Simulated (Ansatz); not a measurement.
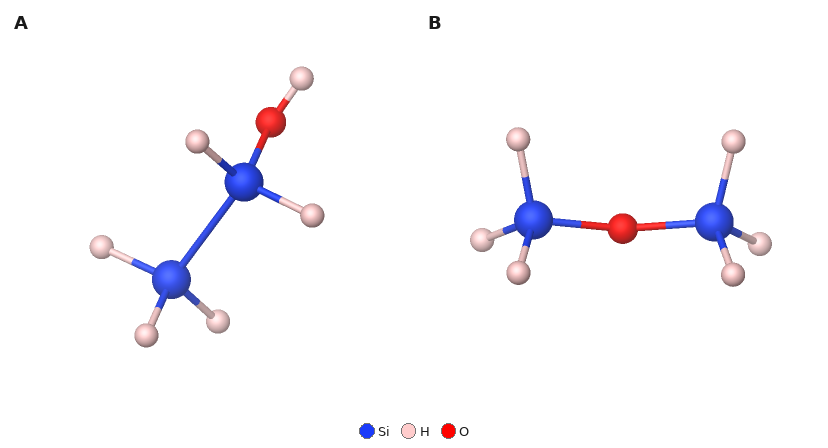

2 stationary structures of one formula. Geometries: PBE0-D4/def2-TZVP. Electronic energies: CCSD(T)/CBS (MP2 limit from def2-TZVPP and def2-QZVPP plus CCSD(T) − MP2) (Ansatz 0.2.0), without zero-point energy. Each is one conformer, not always the lowest.

Rank them by energy, lowest first.

B is lowest (a minimum); A lies 1.132 eV above it (a minimum).

Give E(B) − E(A) in eV at these levels too: CAM-B3LYP-D4/def2-TZVPP; PBE-QIDH (frozen core)/def2-TZVPP; r2SCAN0-D4/def2-TZVPP; PBE0-D4/def2-TZVPP; ωB97M-V/def2-TZVPP; BLYP-D4/def2-TZVPP; SPW92 (LDA)/def2-TZVPP; ωB97X-V/def2-TZVPP.

```tsv
level	E(B) − E(A) (eV)
CAM-B3LYP-D4/def2-TZVPP	−1.193
PBE-QIDH (frozen core)/def2-TZVPP	−1.089
r2SCAN0-D4/def2-TZVPP	−1.092
PBE0-D4/def2-TZVPP	−0.937
ωB97M-V/def2-TZVPP	−1.145
BLYP-D4/def2-TZVPP	−1.063
SPW92 (LDA)/def2-TZVPP	−0.850
ωB97X-V/def2-TZVPP	−1.096
```
